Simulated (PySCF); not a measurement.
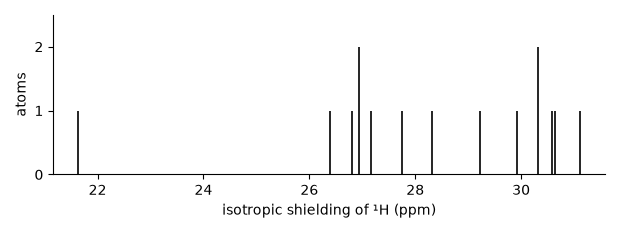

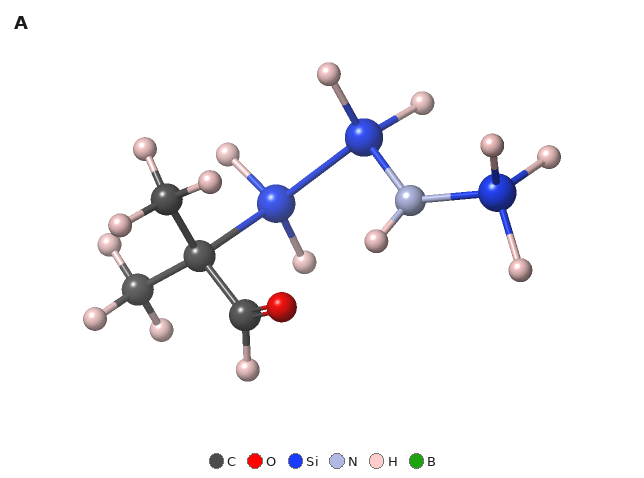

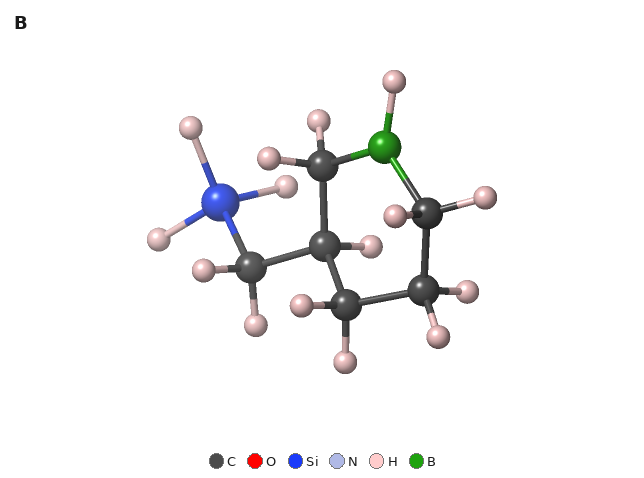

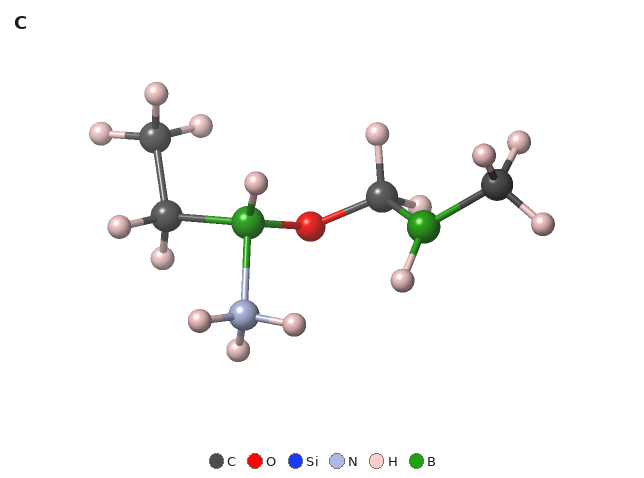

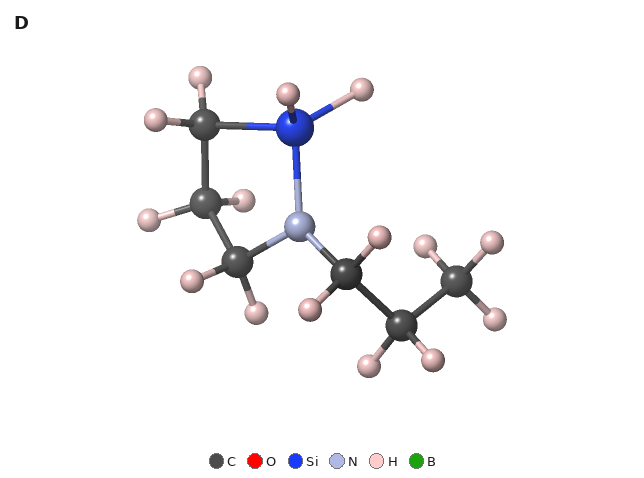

The sticks are computed shieldings of one of the molecules, for one fixed geometry (GFN2-xTB) without averaging over rotations. Low shielding means a high chemical shift. Method: GIAO PBE0/pcSseg-1 NMR shielding, non-relativistic, gas phase (PySCF 2.14.0).

**Match the spectrum to a structure.**

A, `CC(C)(C=O)[SiH2][SiH2]N[SiH3]`. Its 15 H atoms give lines at 21.64, 26.39, 26.81, 26.94 (2 atoms), 27.17, 27.76, 28.32, 29.21, 29.92, 30.32 (2 atoms), 30.59, 30.65, 31.11 ppm.

The geometry is semi-empirical. Around B, Si such bond lengths and angles can be off by a tenth of an ångström or more and by several degrees, and values that hang on the shape move with them.
